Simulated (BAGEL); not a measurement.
# triplet HF: levels of theory compared

Wanted: a comparison of 4 runs (UHF/STO-3G, ROHF/6-31G*, UHF/6-31G*, CASPT2(8,5)/6-31G*) of triplet HF. 

Program for the calculation: BAGEL 1.2.2.

1 further run of the same task is left out (set aside as unsound or not needed). Runs told in other sessions of the task aren't counted.

### 1 The system as given

HF: 2 atoms, total charge 0, spin state triplet. As SMILES of the parent species, `F`. The shape is that of a PBE0-D4/def2-TZVP optimisation. That shape belongs to the parent species and isn't relaxed for this state.

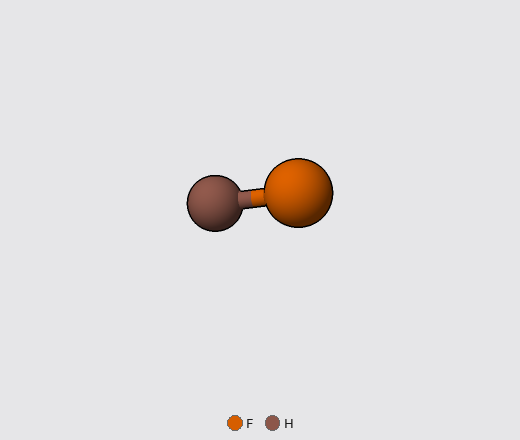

The structure, seen from a chosen angle (fluorine orange, hydrogen brown).

### 2 The energy at UHF/STO-3G (density fitting with qzvpp-jkfit) (run 1)

The input, job.json:

```json
{ "bagel": [

{
  "title": "molecule",
  "basis": "sto-3g",
  "df_basis": "qzvpp-jkfit",
  "angstrom": "true",
  "geometry": [
    { "atom": "F", "xyz": [      -0.390000,       0.144600,      -0.196400 ] },
    { "atom": "H", "xyz": [       0.390000,      -0.144600,       0.196400 ] }
  ]
},

{
  "title": "uhf",
  "nopen": 2
},

{
  "title": "print",
  "file": "orbitals.molden",
  "orbitals": "true"
}

]}
```

Launch:

```bash
BAGEL_NUM_THREADS=1 BAGEL job.json > job.out
```

What it wrote:

```text
* using 1 threads per process

  ===============================================================
  ===============================================================

  *** Geometry ***

  { "atom" : "F", "xyz" : [     -0.736993,      0.273254,     -0.371142 ] },
  { "atom" : "H", "xyz" : [      0.736993,     -0.273254,      0.371142 ] },

  Number of auxiliary basis functions:       95

  Since a DF basis is specified, we compute 2- and 3-index integrals:
    o Being stored without compression. Storage requirement is 0.000 GB

  Number of basis functions:        6
  Number of electrons      :       10

    * METHOD: MOLECULE                             0.02

  *** Open-shell HF ***

  === Nuclear Repulsion ===
     5.1769523111

      * DIIS with orbital gradients will be used.

  === UHF iteration (sto-3g) ===
      0        -98.16371181          0.01810258           0.00
      1        -98.16568718          0.00650584           0.00
      2        -98.16594654          0.00234600           0.00
      3        -98.16598596          0.00002191           0.00
      4        -98.16598596          0.00000079           0.00
      5        -98.16598596          0.00000002           0.00
      6        -98.16598596          0.00000000           0.00
    * SCF iteration converged.

    * S^2 (UHF) is 2.0000

    * Permanent dipole moment:
           (    0.398010,    -0.147570,     0.200434) a.u.

    * METHOD: UHF                                  0.03

    * METHOD: PRINT                                0.00

  ===============================================================
```

Wall time 0.18 s (1 thread of Arm Neoverse V1, shared host).

### 3 The energy at ROHF/6-31G(d) (density fitting with qzvpp-jkfit, spherical functions) (run 2)

The input, input.json:

```json
{ "bagel": [

{
  "title": "molecule",
  "basis": "6-31gs.json",
  "df_basis": "qzvpp-jkfit",
  "angstrom": true,
  "geometry": [
    { "atom": "F", "xyz": [      -0.390000,       0.144600,      -0.196400 ] },
    { "atom": "H", "xyz": [       0.390000,      -0.144600,       0.196400 ] }
  ]
},

{
  "title": "rohf",
  "nopen": 2
},

{
  "title": "print",
  "file": "orbitals.molden",
  "orbitals": true
}

]}
```

The basis set 6-31G* is read from a file made from the Basis Set Exchange's data (not shown).

Launch:

```bash
BAGEL_NUM_THREADS=1 BAGEL input.json > input.out
```

What it wrote:

```text
* using 1 threads per process

  ===============================================================
  ===============================================================

  *** Geometry ***

  { "atom" : "F", "xyz" : [     -0.736993,      0.273254,     -0.371142 ] },
  { "atom" : "H", "xyz" : [      0.736993,     -0.273254,      0.371142 ] },

  Number of auxiliary basis functions:       95

  Since a DF basis is specified, we compute 2- and 3-index integrals:
    o Being stored without compression. Storage requirement is 0.000 GB

  Number of basis functions:       16
  Number of electrons      :       10

    * METHOD: MOLECULE                             0.01

  *** Open-shell HF ***

  === Nuclear Repulsion ===
     5.1769523111

      * DIIS with orbital gradients will be used.

  === ROHF iteration (6-31gs.json) ===
      0        -99.64907148          0.02020733           0.00
      1        -99.65382842          0.00491272           0.00
      2        -99.65417623          0.00145848           0.00
      3        -99.65420998          0.00044104           0.00
      4        -99.65421057          0.00008571           0.00
      5        -99.65420983          0.00000839           0.00
      6        -99.65420972          0.00000179           0.00
      7        -99.65420970          0.00000033           0.00
      8        -99.65420970          0.00000005           0.00
      9        -99.65420970          0.00000001           0.00
    * SCF iteration converged.

    * S^2 (ROHF) is 2.0000

    * Permanent dipole moment:
           (    0.739594,    -0.274219,     0.372452) a.u.

    * METHOD: ROHF                                 0.04

    * METHOD: PRINT                                0.00

  ===============================================================
```

Run time: 0.18 s. Hardware: 1 thread of Arm Neoverse V1, shared host.

Run 3 isn't shown in full; the table further down has it.

### 4 The energy at CASPT2(8,5)/6-31G(d) (density fitting with qzvpp-jkfit, spherical functions) (run 4)

The input, job.json:

```json
{ "bagel": [

{
  "title": "molecule",
  "basis": "6-31gs.json",
  "df_basis": "qzvpp-jkfit",
  "angstrom": true,
  "geometry": [
    { "atom": "F", "xyz": [   -0.390000,    0.144600,   -0.196400 ] },
    { "atom": "H", "xyz": [    0.390000,   -0.144600,    0.196400 ] }
  ]
},
{
  "title": "hf"
},
{
  "title": "casscf",
  "nstate": 1,
  "nact": 5,
  "nclosed": 1,
  "nspin": 2,
  "maxiter": 200,
  "natocc": true
},
{
  "title": "print",
  "file": "orbitals.molden",
  "orbitals": true
},
{
  "title": "smith",
  "method": "caspt2",
  "ms": true,
  "xms": true,
  "sssr": true,
  "shift": 0.0,
  "ncore": 1
}

]}
```

The basis set 6-31G* is read from a file made from the Basis Set Exchange's data (not shown).

Launch:

```bash
BAGEL_NUM_THREADS=1 BAGEL job.json > job.out
```

What it wrote:

```text
* using 1 threads per process

  ===============================================================
  ===============================================================

  *** Geometry ***

  { "atom" : "F", "xyz" : [     -0.736993,      0.273254,     -0.371142 ] },
  { "atom" : "H", "xyz" : [      0.736993,     -0.273254,      0.371142 ] },

  Number of auxiliary basis functions:       95

  Since a DF basis is specified, we compute 2- and 3-index integrals:
    o Being stored without compression. Storage requirement is 0.000 GB

  Number of basis functions:       16
  Number of electrons      :       10

    * METHOD: MOLECULE                             0.01

  *** RHF ***

  === Nuclear Repulsion ===
     5.1769523111

      * DIIS with orbital gradients will be used.

  === RHF iteration (6-31gs.json) ===
      0        -99.91228595          0.06898121           0.00
      1        -99.97606647          0.03396700           0.00
      2       -100.00039598          0.00361901           0.00
      3       -100.00067912          0.00056575           0.00
      4       -100.00069102          0.00009554           0.00
      5       -100.00069149          0.00000948           0.00
      6       -100.00069149          0.00000108           0.00
      7       -100.00069149          0.00000006           0.00
      8       -100.00069149          0.00000001           0.00
      9       -100.00069149          0.00000000           0.00
    * SCF iteration converged.

    * Permanent dipole moment:
           (   -0.663672,     0.246069,    -0.334218) a.u.

    * METHOD: HF                                   0.03

  ---------------------------
      CASSCF calculation
  ---------------------------

    * nstate   :      1
    * nclosed  :      1
    * nact     :      5
    * nvirt    :     10
  === CASSCF iteration (6-31gs.json) ===

    * Using the second-order algorithm

      0  0       -99.57531007     1.52e-01      0.00

      1  0       -99.65397581     9.46e-03      0.01

      2  0       -99.65418596     8.15e-03      0.01

      3  0       -99.65420864     7.83e-04      0.01

      4  0       -99.65420929     4.71e-04      0.01

      5  0       -99.65420953     3.03e-04      0.01

      6  0       -99.65420963     1.94e-04      0.01

      7  0       -99.65420967     1.22e-04      0.01

      8  0       -99.65420969     7.29e-05      0.00

      9  0       -99.65420970     3.39e-05      0.00

     10  0       -99.65420970     6.62e-06      0.00

     11  0       -99.65420970     5.07e-07      0.00

     12  0       -99.65420970     2.92e-08      0.00

     13  0       -99.65420970     1.23e-09      0.00

    * Second-order optimization converged. *

     guess   0:   closed 111..                open ...11

  === FCI iteration ===

      0  0 *     -99.65420970     7.90e-12      0.00

     * ci vector, state   0, <S^2> = 2.0000
       222aa     1.0000000000

    * METHOD: CASSCF                               0.07

    * METHOD: PRINT                                0.00

  === SMITH program ===

    * freezing 1 orbital

    * Approximate memory requirement for SMITH calulation per MPI process:
      o Storage requirement for T-amplitude, lambda, and residual is 0.00 GB
      o Storage requirement for MO integrals is 0.00 GB
    * Calculating and saving rdm4f

    * Zeroth order energy : state  0       -7.7062211253

    * CASPT2 iteration is performed using redundant basis

      ---- iteration ----

        0    -0.13520775     0.00691685      0.01
        1    -0.13526829     0.00016602      0.01
        2    -0.13526838     0.00000557      0.01
        3    -0.13526838     0.00000022      0.01

      -------------------

    * CASPT2 energy : state  0      -99.7894780827
        reference weight              0.9710226035

    * METHOD: SMITH                                0.06

  ===============================================================
```

Wall time 0.3 s (1 thread of Arm Neoverse V1, shared host).

### 5 Overview of the runs

| run | level | iteration cap | active rule | energy (Eh) | dipole moment (D) | ⟨S²⟩ | wall time |
| --- | --- | --- | --- | --- | --- | --- | --- |
| 1 | UHF/STO-3G (density fitting with qzvpp-jkfit) | – | – | -98.165986 | 1.19 | 2.000 | 0.18 s |
| 2 | ROHF/6-31G* (density fitting with qzvpp-jkfit, spherical functions) | – | – | -99.654210 | 2.22 | 2.000 | 0.18 s |
| 3 | UHF/6-31G* (density fitting with qzvpp-jkfit, spherical functions) | – | – | -99.658454 | 2.23 | 2.004 | 0.2 s |
| 4 | CASPT2(8,5)/6-31G* (density fitting with qzvpp-jkfit, spherical functions) | 200 | valence | -99.789478 | – | – | 0.3 s |

### 6 What came out

| quantity | value |
| --- | --- |
| run 4: total energy | -99.78948 Eh |

What this shows: Over runs 1, 2, 3 the dipole moment (its size) runs from 1.19 D (UHF/STO-3G) to 2.23 D (UHF/6-31G*). In run 1 the basis is minimal, so the values are rough. All runs together took 0.86 s, the longest 0.3 s.
